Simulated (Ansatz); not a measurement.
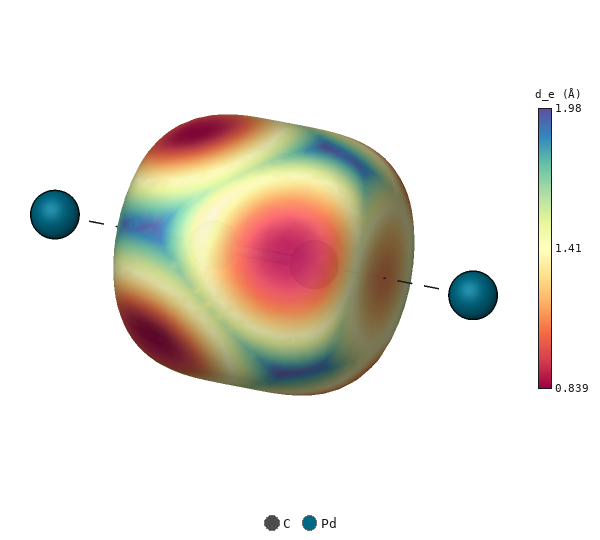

Hirshfeld surface computed for one C2 unit (covalently bonded non-metal atoms) in Li₂PdC₂ in space group P-3m1, coloured by d_e. Dashed lines lead to the closest neighbours outside.

The surface is where the fragment's share of the procrystal density (the sum of the densities of spherically averaged neutral Hartree-Fock atoms) equals one half. d_i and d_e are the distances from the surface to the nearest nucleus inside and outside. From Rb on the atoms have core potentials, so only their outer electrons count.

The cell is taken from the geometry relaxed with Ansatz 0.2.0, DFT PBE, scalar-relativistic, plane waves, PAW; the starting structure was generated, so it need not be a known form of this composition.

```cif
data_structure
_symmetry_space_group_name_H-M 'P 1'
_symmetry_Int_Tables_number 1
_cell_length_a 3.8256
_cell_length_b 3.8256
_cell_length_c 5.2648
_cell_angle_alpha 90.000
_cell_angle_beta 90.000
_cell_angle_gamma 120.000
_cell_volume 66.73
loop_
_atom_site_label
_atom_site_type_symbol
_atom_site_fract_x
_atom_site_fract_y
_atom_site_fract_z
_atom_site_occupancy
Li1 Li 0.66667 0.33333 0.70424 1
Li2 Li 0.33333 0.66667 0.29576 1
Pd1 Pd 0.00000 0.00000 0.00000 1
C1 C 0.00000 0.00000 0.62014 1
C2 C 0.00000 0.00000 0.37986 1
```

Question: What is the shortest distance from the fragment to an atom outside it?

Answer: C–Pd, 2.00 Å.

Question: How is the surface shared among contacts (nearest atom inside ··· nearest atom outside)?

Answer: C···Li 82 %, C···Pd 18 %. The surface faces 8 neighbours with more than 2 % of its area each: 6 Li + 2 Pd.

Question: Give the size and shape of the surface.

Answer: It encloses about 19.6 Å³, has an area of about 36 Å² and a globularity of 0.97 (1 for a sphere).
